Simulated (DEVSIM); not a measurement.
Structure: Au/Al2O3/p-InP capacitor, at 400 K.

```tsv
layer (left to right)	material	thickness (nm)	Na (cm⁻³)
1	Al2O3	2.10	-
2	InP	450	1.9e18
```

Metal gate on the left, work function 5.1 eV. Fixed charge at the semiconductor interface -1.7e11 cm⁻² (in units of +e); interface traps 1e12 cm⁻² eV⁻¹, uniform in energy, neutral level at 0.7 of the gap above the valence band.

Constants are typed, rounded textbook-type inputs, not results; the design itself was drawn at random and stands for no fabricated device. Values at 300 K; Nc and Nv go as T^1.5, mobilities as T to minus their exponent, the gap by Varshni's rule with the affinity fixed.

| parameter | Al2O3 | InP |
|---|---|---|
| gap (eV) | 6.8 | 1.344 |
| affinity (eV) | 1.35 | 4.38 |
| permittivity | 9 | 12.5 |
| Nc (cm⁻³) | - | 5.7e17 |
| Nv (cm⁻³) | - | 1.1e19 |
| Varshni α (eV/K) | - | 0.000363 |
| Varshni β (K) | - | 162 |

DEVSIM, 1D Poisson equation in equilibrium, Boltzmann statistics, complete ionisation; no quantum confinement or tunnelling. Metal contacts follow the ideal Schottky-Mott rule: no Fermi-level pinning, no interface dipoles.

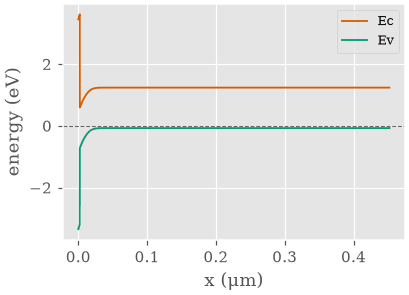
Figure. Band edges at 0.3 V on the gate

Energies count from the Fermi level of the right contact; mesh points crowd at the junctions.

```tsv
x (μm)	Ec (eV)	Ev (eV)	n (cm⁻³)	p (cm⁻³)	field (V/cm)
0.000	3.450	-3.350	< 1e2	< 1e2	800000
0.0006169	3.499	-3.300	< 1e2	< 1e2	800000
0.001156	3.543	-3.257	< 1e2	< 1e2	800000
0.001784	3.593	-3.207	< 1e2	< 1e2	800000
0.002682	0.622	-0.690	1.3e10	3.5e10	560000
0.003932	0.690	-0.621	1.8e9	2.5e11	530000
0.006077	0.798	-0.514	7.8e7	5.7e12	470000
0.01173	1.020	-0.291	120000	3.6e15	320000
0.01946	1.185	-0.127	1000	4.3e17	120000
0.03271	1.234	-0.077	250	1.8e18	4400
0.05731	1.236	-0.075	230	1.9e18	≈ 0
0.1154	1.236	-0.075	230	1.9e18	≈ 0
0.1973	1.236	-0.075	230	1.9e18	≈ 0
0.2972	1.236	-0.075	230	1.9e18	≈ 0
0.3790	1.236	-0.075	230	1.9e18	≈ 0
0.4099	1.236	-0.075	230	1.9e18	≈ 0
0.4280	1.236	-0.075	230	1.9e18	≈ 0
0.4390	1.236	-0.075	230	1.9e18	≈ 0
0.4462	1.236	-0.075	230	1.9e18	≈ 0
0.4492	1.236	-0.075	230	1.9e18	≈ 0
0.4509	1.236	-0.075	230	1.9e18	≈ 0
0.4521	1.236	-0.075	230	1.9e18	≈ 0
```
